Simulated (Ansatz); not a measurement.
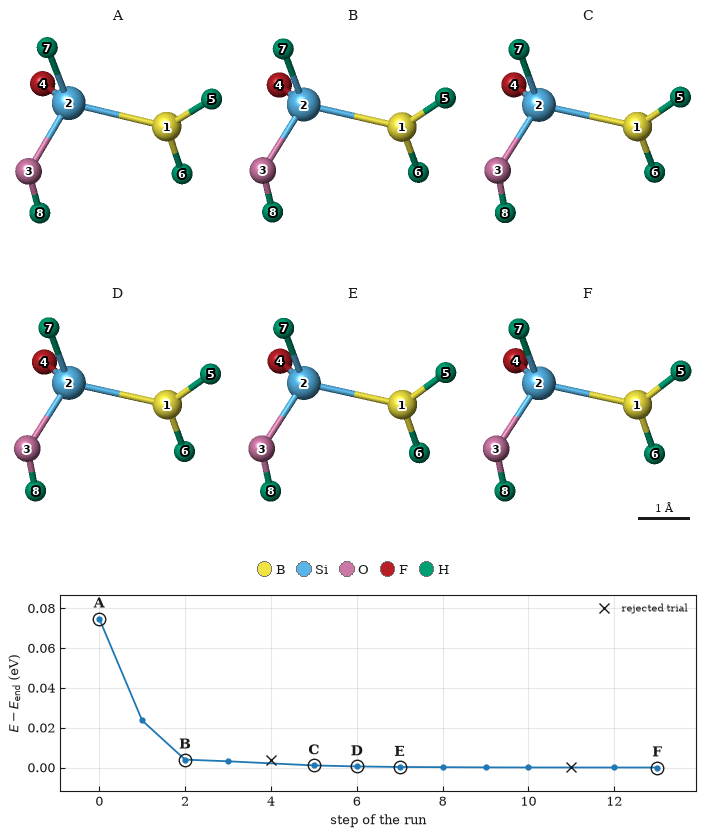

Frames of a relaxation of BSiH$_{4}$OF, marked on the history of the run. Style: ball-and-stick. Shown face on.

The start comes from PBE-D4/def2-SVP.

Theory: RKS PBE0-D4/def2-TZVP in Ansatz. Set-up: force threshold 0.005 eV/Å; at most 150 steps.

**Describe the path.**

After 11 accepted moves (13 points after the start) the energy has fallen by 0.075 eV. Largest force component: 1.1 eV/Å at the start, 0.0036 eV/Å at the end. The line search rejected the trial steps at points 4, 11 of the run. H5 moves most after the best rigid fit: 0.19 Å. Largest moves by element: H 0.19 Å, F 0.09 Å, O 0.07 Å, Si 0.05 Å, B 0.02 Å. Among the contacts that change: Si2–F4 1.648 → 1.606 Å, Si2–O3 1.681 → 1.640 Å, B1–H5 1.217 → 1.195 Å, B1–H6 1.219 → 1.198 Å. Among the angles between lasting bonds that change: B1–Si2–O3 107.4° → 111.2°, Si2–O3–H8 114.6° → 117.9°. Cost: 45 s on 2 threads of Arm Neoverse V1, on a shared host. From step 0 to 2: F4 moves most (0.06 Å), energy −0.071 eV. From step 2 to 5: H8 moves most (0.05 Å), energy −0.003 eV. From step 5 to 6: H atoms move most (0.04 Å), energy −0.001 eV. From step 6 to 7: H5 moves most (0.05 Å), energy 0.000 eV. From step 7 to 13: H5 moves most (0.05 Å), energy 0.000 eV.
